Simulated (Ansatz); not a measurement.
# SiHF3 + NH3: a complex and its separated parts

The complex below is one end of an elementary step. How strongly is it bound against its free parts?

Computed with Ansatz 0.2.0, Gaussian basis. Level: PBE0-D4/def2-TZVP structures, single points in def2-TZVPP, no counterpoise correction.

Levels: SPW92, PBE-D4, BLYP-D4, r2SCAN-D4, B97M-V, PBE0-D4, B3LYP-D4, r2SCAN0-D4, BHLYP-D4, CAM-B3LYP-D4, wB97X-V, wB97M-V, B2PLYP, PBE-QIDH, RPA on PBE, Hartree-Fock, MP2, CCSD, CCSD(T).

Cores are frozen in the correlated methods. B3LYP uses VWN-RPA correlation. B2PLYP carries no dispersion term here.

21 further runs of the same task are left out: 21 set aside as unsound or not needed.

## (1) The starting structure

The complex: 9 atoms, charge 0, spin multiplicity 1.

Atoms are counted from 1 here; the program's logs count them from 0.

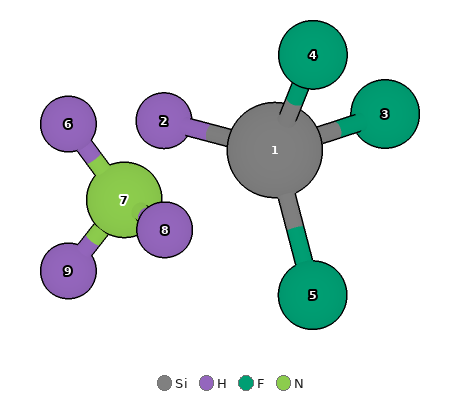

The starting geometry (silicon grey, hydrogen purple, fluorine teal, nitrogen green); atoms are numbered from 1 in the order of the file.

Geometry (Å):

```
Si   -0.6547   -0.7066   -0.2687
H     0.5633   -1.4687   -0.5857
F    -1.7477   -1.8081   -0.6866
F    -1.0824   -0.5135    1.2601
F    -1.1178    0.4721   -1.2452
H     1.4373    0.4810    1.0520
N     0.8339    0.8150    0.3088
H     0.3547    1.6442    0.6433
H     1.4135    1.0845   -0.4782
```

Its parts: SiHF3 holds atoms 1, 2, 3, 4, 5; NH3 holds atoms 6, 7, 8, 9. Each part counts its atoms afresh in its own runs.

## (2) Relaxing SiHF3 alone

Contents of relax-a/in.yaml:

```yaml
crystal:
  periodic: [false, false, false]
  atoms:
    - {symbol: Si, position_ang: [-0.654713, -0.706621, -0.268671]}
    - {symbol: H, position_ang: [0.563255, -1.468691, -0.585717]}
    - {symbol: F, position_ang: [-1.747690, -1.808096, -0.686570]}
    - {symbol: F, position_ang: [-1.082372, -0.513543, 1.260135]}
    - {symbol: F, position_ang: [-1.117824, 0.472127, -1.245168]}
basis:
  gaussian: {orbitals: def2-TZVP}
hamiltonian: {xc: pbe0, dispersion: d4}
relax: {f_tol: 0.005, max_steps: 200}
```

No record of the launch command was kept for these runs.

The runs that follow: Relaxing NH3 alone; wB97M-V/def2-TZVPP; CCSD(T)/def2-TZVPP; Vibrations of SiHF3; Vibrations of NH3.

Before running it: what results should come out? Wanted: complex less parts, CCSD(T)/def2-TZVPP; with zero-point energy; largest T1 diagnostic.

As calculated:

| quantity | value |
| --- | --- |
| complex less parts, CCSD(T)/def2-TZVPP | -26.2 kJ/mol |
| with zero-point energy | -14.8 kJ/mol |
| largest T1 diagnostic | 0.012 |

What this shows: At CCSD(T) the complex lies 26.2 kJ/mol below its parts. Among the functionals B3LYP-D4 lands nearest to CCSD(T) (+0.4 kJ/mol) and SPW92 farthest (-36.1 kJ/mol). Mean unsigned error by rung: LDA 36.1, GGA 5.7, meta-GGA 6.6, hybrid 5.3, range-separated hybrid 5.9, double hybrid 5.4 kJ/mol. PBE-D4 gives a relative energy 8.2 kJ/mol too low, outside chemical accuracy (1 kcal/mol, 4.2 kJ/mol). No counterpoise was applied, and triple zeta lacks some correlation, so the CCSD(T) reference has a basis error of its own, and close matches with it are partly luck.
